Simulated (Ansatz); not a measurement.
**Nudged elastic band of SnNH7O2**

System: SnNH7O2.
Method: RKS B3LYP-D4/def2-SVP (Ansatz 0.2.0).

One setting was made poor on purpose. It belongs to a series of runs on one base structure; here: band between the two ends. Figures and captions count atoms from 1; the log counts them from 0 in places.

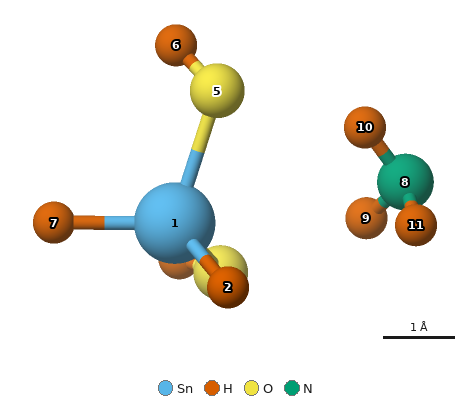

**Figure 1.** The structure as given in the input (ball-and-stick view, seen at a tilt; atoms are numbered from 1 in the order of the input). Sticks mark near contacts. Bond lengths as drawn: H–N 1.02 Å, H–O 0.97 Å, H–Sn 1.70 to 1.72 Å and O–Sn 2.00 Å.

## Input
```yaml
crystal:
  periodic: [false, false, false]
  atoms:
    - { symbol: Sn, position_ang: [-0.203246, -0.369072, 0.176724] }
    - { symbol: H, position_ang: [-0.353207, -0.504752, 1.864772] }
    - { symbol: O, position_ang: [1.75821, -0.355132, -0.223782] }
    - { symbol: H, position_ang: [1.962439, -0.612176, -1.133831] }
    - { symbol: O, position_ang: [-1.024796, 1.385744, -0.325886] }
    - { symbol: H, position_ang: [-1.276987, 1.434738, -1.258569] }
    - { symbol: H, position_ang: [-0.92705, -1.587349, -0.806802] }
    - { symbol: "N", position_ang: [1.496897, 2.401299, 1.228417] }
    - { symbol: H, position_ang: [2.016772, 1.660384, 0.754361] }
    - { symbol: H, position_ang: [0.627553, 2.53075, 0.707398] }
    - { symbol: H, position_ang: [1.247914, 2.054565, 2.154697] }
basis:
  gaussian: { orbitals: def2-SVP }
hamiltonian:
  xc: b3lyp
  dispersion: d4
neb:
  order_check: false
  images: 5
  f_tol: 0.03
  max_iterations: 60
  initial_path: linear
  final_atoms:
    - { symbol: Sn, position_ang: [0.23636324, 0.44640348, -0.38377354] }
    - { symbol: H, position_ang: [0.43044757, 0.216717, 3.90444435] }
    - { symbol: O, position_ang: [1.86976228, -0.18554883, -1.33761116] }
    - { symbol: H, position_ang: [1.78630143, -1.08129483, -1.69286206] }
    - { symbol: O, position_ang: [-0.87600151, 1.61317143, -1.55696226] }
    - { symbol: H, position_ang: [-1.46076935, 1.12306505, -2.15148617] }
    - { symbol: H, position_ang: [-0.67827637, -0.88987013, 0.19606124] }
    - { symbol: "N", position_ang: [0.95173849, 1.72277788, 1.02858758] }
    - { symbol: H, position_ang: [1.96673128, 1.80855576, 0.95328411] }
    - { symbol: H, position_ang: [0.5523266, 2.65609479, 0.91959901] }
    - { symbol: H, position_ang: [0.54587533, 0.6089274, 3.2582179] }
```

Hardware: 2 threads of Arm Neoverse V2, 24 GiB of memory available, shared host.

Launch command:
```bash
ansatz run input.yaml --threads 2 --pin off --max-ram 3072MiB --backend cpu --events-out ev --progress --plain --runs-dir out
```

## Output
```
Engine: ansatz 0.2.0, aarch64-unknown-linux-gnu
Functional definition: B3LYP
  parameter a0 = 0.2
  parameter ax = 0.72
  parameter ac = 0.81
  exchange = (1 - a0 - ax)*slater_x + ax*b88_x + a0*exact_x
  correlation = (1 - ac)*vwn_rpa_c + ac*lyp_c
1191 factors; integrals over basis functions are off by at most 4.0e-4 eV
mean field evaluation 1: about -11512.7215 eV, gradient 8.8e1 eV
mean field evaluation 2: about -11460.8335 eV, gradient 1.7e2 eV
mean field evaluation 4: about -11526.8730 eV, gradient 1.4e1 eV
mean field evaluation 8: about -11527.2564 eV, gradient 2.3e-1 eV
mean field evaluation 16: about -11527.2566 eV, gradient 8.0e-6 eV
mean field -11527.25657394 eV, -423.6188656371 hartree, gradient 7.7e-6 eV, S^2 0.000000; 0 other end points of the search recorded, 0 dependent functions left out
the calculation of the forces begins
reference -11527.25684470 eV, -423.6188755873 hartree; 26, 26 occupied and 77, 77 virtual orbitals, 1191 factors
1193 factors; integrals over basis functions are off by at most 7.9e-4 eV
mean field evaluation 32: about -11526.7905 eV, gradient 4.4e-5 eV
mean field -11526.79047211 eV, -423.6017367107 hartree, gradient 8.2e-6 eV, S^2 0.000000; 0 other end points of the search recorded, 0 dependent functions left out
[... from here on the field's lines of each further geometry are left out, up to the last ...]
NEB iter   1: max|band force component| = 1.100e1 eV/Å  barrier→ = 7.6460 eV  barrier← = 7.1724 eV  Δτ_max = 0.2000 Å  (199 SCF iters)
NEB iter   2: max|band force component| = 5.239e0 eV/Å  barrier→ = 3.9825 eV  barrier← = 3.5088 eV  Δτ_max = 0.2000 Å  (179 SCF iters)
NEB iter   3: max|band force component| = 2.633e0 eV/Å  barrier→ = 2.4274 eV  barrier← = 1.9538 eV  Δτ_max = 0.2000 Å  (162 SCF iters)
NEB iter   4: max|band force component| = 3.983e0 eV/Å  barrier→ = 2.0370 eV  barrier← = 1.5634 eV  Δτ_max = 0.1004 Å  (152 SCF iters)
NEB iter   5: max|band force component| = 1.267e0 eV/Å  barrier→ = 1.6959 eV  barrier← = 1.2222 eV  Δτ_max = 0.2000 Å  (150 SCF iters)
NEB iter   6: max|band force component| = 1.128e0 eV/Å  barrier→ = 1.6025 eV  barrier← = 1.1288 eV  Δτ_max = 0.1780 Å  (151 SCF iters)
NEB iter   7: max|band force component| = 9.385e-1 eV/Å  barrier→ = 1.7380 eV  barrier← = 1.2643 eV  Δτ_max = 0.1243 Å  (152 SCF iters)
NEB iter   8: max|band force component| = 8.829e-1 eV/Å  barrier→ = 1.6739 eV  barrier← = 1.2003 eV  CI = image 3  Δτ_max = 0.2000 Å  (154 SCF iters)
NEB iter   9: max|band force component| = 1.217e0 eV/Å  barrier→ = 1.9259 eV  barrier← = 1.4522 eV  CI = image 3  Δτ_max = 0.1001 Å  (153 SCF iters)
NEB iter  10: max|band force component| = 9.493e-1 eV/Å  barrier→ = 1.7908 eV  barrier← = 1.3172 eV  CI = image 3  Δτ_max = 0.0998 Å  (150 SCF iters)
NEB iter  11: max|band force component| = 2.937e-1 eV/Å  barrier→ = 1.7413 eV  barrier← = 1.2677 eV  CI = image 3  Δτ_max = 0.0757 Å  (153 SCF iters)
NEB iter  12: max|band force component| = 2.459e-1 eV/Å  barrier→ = 1.7190 eV  barrier← = 1.2453 eV  CI = image 3  Δτ_max = 0.0220 Å  (154 SCF iters)
NEB iter  13: max|band force component| = 1.578e-1 eV/Å  barrier→ = 1.7143 eV  barrier← = 1.2407 eV  CI = image 3  Δτ_max = 0.0462 Å  (153 SCF iters)
NEB iter  14: max|band force component| = 9.889e-2 eV/Å  barrier→ = 1.7122 eV  barrier← = 1.2385 eV  CI = image 3  Δτ_max = 0.0223 Å  (151 SCF iters)
NEB iter  15: max|band force component| = 4.542e-2 eV/Å  barrier→ = 1.7113 eV  barrier← = 1.2376 eV  CI = image 3  Δτ_max = 0.0926 Å  (135 SCF iters)
NEB iter  16: max|band force component| = 3.121e-1 eV/Å  barrier→ = 1.7110 eV  barrier← = 1.2373 eV  CI = image 3  Δτ_max = 0.0539 Å  (132 SCF iters)
NEB iter  17: max|band force component| = 8.544e-2 eV/Å  barrier→ = 1.7104 eV  barrier← = 1.2367 eV  CI = image 3  Δτ_max = 0.0541 Å  (155 SCF iters)
NEB iter  18: max|band force component| = 3.630e-2 eV/Å  barrier→ = 1.7097 eV  barrier← = 1.2361 eV  CI = image 3  Δτ_max = 0.1052 Å  (155 SCF iters)
NEB iter  19: max|band force component| = 2.118e-1 eV/Å  barrier→ = 1.7092 eV  barrier← = 1.2355 eV  CI = image 3  Δτ_max = 0.0509 Å  (156 SCF iters)
NEB iter  20: max|band force component| = 1.024e-1 eV/Å  barrier→ = 1.7090 eV  barrier← = 1.2353 eV  CI = image 3  Δτ_max = 0.0972 Å  (135 SCF iters)
NEB iter  21: max|band force component| = 2.054e-1 eV/Å  barrier→ = 1.7088 eV  barrier← = 1.2352 eV  CI = image 3  Δτ_max = 0.0519 Å  (132 SCF iters)
NEB iter  22: max|band force component| = 5.937e-2 eV/Å  barrier→ = 1.7088 eV  barrier← = 1.2351 eV  CI = image 3  Δτ_max = 0.0541 Å  (126 SCF iters)
the calculation of the forces begins
reference -11526.76928866 eV, -423.6009582335 hartree; 26, 26 occupied and 77, 77 virtual orbitals, 1194 factors
1193 factors; integrals over basis functions are off by at most 8.5e-4 eV
mean field evaluation 960: about -11525.5048 eV, gradient 3.5e-1 eV
mean field -11525.50515056 eV, -423.5545020151 hartree, gradient 1.5e-5 eV, S^2 0.000000; 1 other end points of the search recorded, 0 dependent functions left out
the calculation of the forces begins
reference -11525.50542225 eV, -423.5545119993 hartree; 26, 26 occupied and 77, 77 virtual orbitals, 1193 factors
NEB iter  23: max|band force component| = 2.444e-2 eV/Å  barrier→ = 1.7087 eV  barrier← = 1.2351 eV  CI = image 3  Δτ_max = 0.0000 Å  (266 SCF iters)
```

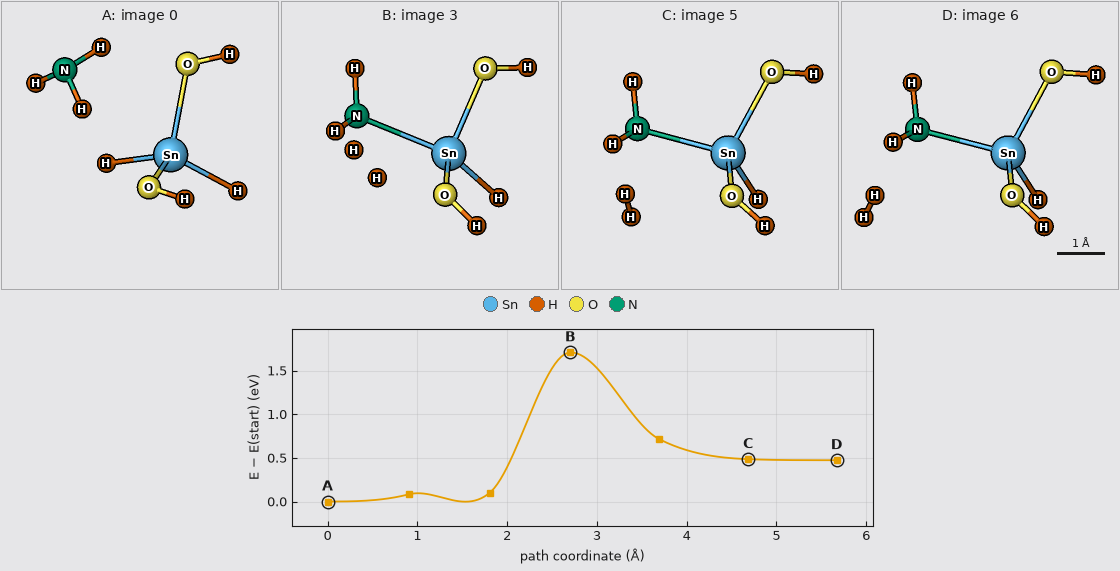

**Figure 2.** Images of the last band (counted from 0; ball-and-stick, seen at a tilt) above the energy along the path; the line is a cubic interpolation that uses the forces. The highest image is number 3, 1.709 eV above the start and 1.235 eV above the end (the climbing image); the end lies 0.474 eV above the start. The path is 5.67 Å long. The band converged in 23 iterations.

```
Total energy: -11525.84753880 eV, -423.5670845508 hartree
Atom 0 at     0.214784     0.281112    -0.056240 Å, force    -0.001695     0.000345    -0.001939 eV/Å
Atom 1 at    -0.144905    -0.126426     2.100104 Å, force    -0.003905     0.002861     0.000064 eV/Å
Atom 2 at     2.039612    -0.061691    -0.798259 Å, force     0.001154    -0.000515    -0.001540 eV/Å
Atom 3 at     2.077098    -0.855035    -1.350279 Å, force    -0.000666     0.000917     0.000700 eV/Å
Atom 4 at    -0.785299     1.744896    -0.982915 Å, force     0.000376    -0.002092     0.000610 eV/Å
Atom 5 at    -1.464688     1.410904    -1.584970 Å, force     0.001419    -0.000018     0.001452 eV/Å
Atom 6 at    -0.696647    -1.161179    -0.348403 Å, force     0.000593     0.000218     0.000422 eV/Å
Atom 7 at     1.016702     1.687352     1.379371 Å, force     0.001669    -0.003540     0.002045 eV/Å
Atom 8 at     2.040563     1.740292     1.371919 Å, force    -0.000312     0.001139    -0.000462 eV/Å
Atom 9 at     0.639219     2.636484     1.291890 Å, force    -0.002500     0.000072     0.001072 eV/Å
Atom 10 at     0.388059     0.742289     2.115280 Å, force     0.003866     0.000613    -0.002424 eV/Å
Dipole moment:    -0.070710    -0.119142    -0.156057 e Å
this run last wrote the band of iteration 23 to [file]
```

## The last band as extended XYZ (Å, eV, eV/Å)
```
11
Properties=species:S:1:pos:R:3:forces:R:3 image=0 energy=-11527.55599
Sn   -0.2032   -0.3691    0.1767    0.0001  -0.0032   0.0026
H    -0.3532   -0.5048    1.8648   -0.0006  -0.0008   0.0000
O     1.7582   -0.3551   -0.2238    0.0013   0.0006   0.0020
H     1.9624   -0.6122   -1.1338    0.0017   0.0002  -0.0015
O    -1.0248    1.3857   -0.3259    0.0000   0.0021   0.0039
H    -1.2770    1.4347   -1.2586   -0.0011   0.0020  -0.0038
H    -0.9271   -1.5873   -0.8068   -0.0007  -0.0001  -0.0008
N     1.4969    2.4013    1.2284    0.0008   0.0066  -0.0094
H     2.0168    1.6604    0.7544   -0.0010  -0.0020   0.0027
H     0.6276    2.5307    0.7074    0.0002  -0.0013   0.0008
H     1.2479    2.0546    2.1547   -0.0006  -0.0041   0.0035
11
Properties=species:S:1:pos:R:3:forces:R:3 image=1 energy=-11527.47368
Sn   -0.0720   -0.1673    0.1275   -0.0476  -0.0477  -0.0250
H    -0.2229   -0.2800    1.8247   -0.0223  -0.0352  -0.0160
O     1.8461   -0.2192   -0.4440   -0.0108  -0.0059   0.0833
H     1.9759   -0.8390   -1.1764    0.0130   0.0401   0.0207
O    -0.8867    1.5227   -0.5749   -0.0098  -0.0292   0.0745
H    -1.4379    1.3448   -1.3510    0.0296   0.0369   0.0298
H    -0.8696   -1.4708   -0.6789   -0.0145  -0.0377  -0.0963
N     1.3525    2.2137    1.4588    0.0857   0.1228   0.0681
H     2.0590    1.7120    0.9263   -0.0392  -0.0486  -0.0775
H     0.6344    2.6022    0.8524   -0.0243  -0.0681  -0.0769
H     0.9455    1.6199    2.1730    0.0400   0.0723   0.0153
11
Properties=species:S:1:pos:R:3:forces:R:3 image=2 energy=-11527.45735
Sn    0.0629    0.0487    0.0858   -0.1598  -0.2524   0.1244
H    -0.1978   -0.2305    1.8328   -0.1435  -0.2431  -0.3917
O     1.9302   -0.1471   -0.6537   -0.0835  -0.0334   0.1816
H     1.9816   -0.8982   -1.2630   -0.0400   0.0572   0.0691
O    -0.8378    1.6109   -0.8215   -0.0094  -0.0796   0.1943
H    -1.4805    1.3026   -1.4776    0.0637  -0.0109   0.0826
H    -0.7899   -1.3364   -0.5231   -0.0841  -0.1721  -0.3785
N     1.0920    1.7949    1.3166    0.0389   0.0533   0.0186
H     2.1096    1.8242    1.2690    0.0360   0.0377   0.0124
H     0.6887    2.7228    1.1938    0.0167   0.0440   0.0163
H     0.7654    1.3470    2.1784    0.3653   0.5993   0.0709
11
Properties=species:S:1:pos:R:3:forces:R:3 image=3 energy=-11525.84727
Sn    0.2148    0.2811   -0.0562   -0.0017   0.0003  -0.0019
H    -0.1449   -0.1264    2.1001   -0.0039   0.0029   0.0001
O     2.0396   -0.0617   -0.7983    0.0012  -0.0005  -0.0015
H     2.0771   -0.8550   -1.3503   -0.0007   0.0009   0.0007
O    -0.7853    1.7449   -0.9829    0.0004  -0.0021   0.0006
H    -1.4647    1.4109   -1.5850    0.0014   0.0000   0.0015
H    -0.6966   -1.1612   -0.3484    0.0006   0.0002   0.0004
N     1.0167    1.6874    1.3794    0.0017  -0.0035   0.0020
H     2.0406    1.7403    1.3719   -0.0003   0.0011  -0.0005
H     0.6392    2.6365    1.2919   -0.0025   0.0001   0.0011
H     0.3881    0.7423    2.1153    0.0039   0.0006  -0.0024
11
Properties=species:S:1:pos:R:3:forces:R:3 image=4 energy=-11526.84125
Sn    0.3709    0.5195   -0.2119    0.0831   0.1274  -0.0697
H    -0.3384   -0.4385    2.4511   -0.0815  -0.1184   0.2417
O     2.1453    0.0580   -0.9935    0.0395   0.0302  -0.1161
H     2.1438   -0.7772   -1.4796    0.0027  -0.0140  -0.0557
O    -0.7214    1.8798   -1.1750    0.0175   0.0456  -0.1228
H    -1.4304    1.4938   -1.7063   -0.0098  -0.0049  -0.0575
H    -0.5568   -0.9350   -0.1905    0.0613   0.1132   0.1706
N     1.0035    1.6724    1.3526    0.0113   0.0198  -0.0540
H     2.0226    1.7274    1.3708    0.0147   0.0237  -0.0580
H     0.6237    2.6173    1.2844    0.0193   0.0222  -0.0651
H     0.0616    0.2216    2.4353   -0.1581  -0.2448   0.1866
11
Properties=species:S:1:pos:R:3:forces:R:3 image=5 energy=-11527.07037
Sn    0.4327    0.6459   -0.3426    0.0020   0.0076   0.0000
H    -0.4885   -0.8290    2.9472   -0.0052  -0.0086   0.0321
O     2.2013    0.2361   -1.1673    0.0038   0.0068  -0.0101
H     2.1833   -0.5324   -1.7542   -0.0028   0.0034  -0.0136
O    -0.5637    2.0347   -1.3702    0.0055   0.0038  -0.0094
H    -1.2204    1.6649   -1.9763    0.0055  -0.0005  -0.0139
H    -0.5106   -0.7853   -0.2122    0.0018   0.0044   0.0068
N     0.9247    1.5949    1.3881    0.0040   0.0045  -0.0086
H     1.9387    1.6437    1.5001   -0.0048  -0.0039  -0.0003
H     0.5647    2.5506    1.3935   -0.0021  -0.0048  -0.0005
H    -0.1376   -0.1850    2.7313   -0.0078  -0.0127   0.0174
11
Properties=species:S:1:pos:R:3:forces:R:3 image=6 energy=-11527.08235
Sn    0.4120    0.7168   -0.4792   -0.0002  -0.0017  -0.0028
H    -0.3917   -1.0445    3.3588   -0.0024  -0.0033   0.0026
O     2.2486    0.3961   -1.1871    0.0029  -0.0012  -0.0054
H     2.2889   -0.3078   -1.8493    0.0012   0.0013   0.0013
O    -0.4444    2.2758   -1.3800   -0.0020   0.0015  -0.0052
H    -0.8525    2.0586   -2.2296    0.0002   0.0007   0.0053
H    -0.5547   -0.6957   -0.6484    0.0010   0.0007   0.0004
N     0.7221    1.3678    1.4223    0.0004  -0.0158   0.0023
H     1.7220    1.4290    1.6217   -0.0021   0.0032   0.0000
H     0.3196    2.2952    1.5657   -0.0002   0.0075   0.0021
H    -0.1454   -0.4522    2.9426    0.0013   0.0070  -0.0005
```

## Key numbers

```tsv
quantity	value
outcome	converged
barrier, forward	1.709 eV
barrier, backward	1.235 eV
wall time	4.9 min (CPU time 9.4 min)
peak memory	0.24 GiB
```

## Notes

A deliberately poor setting: straight start. The order of the saddle point was not checked.
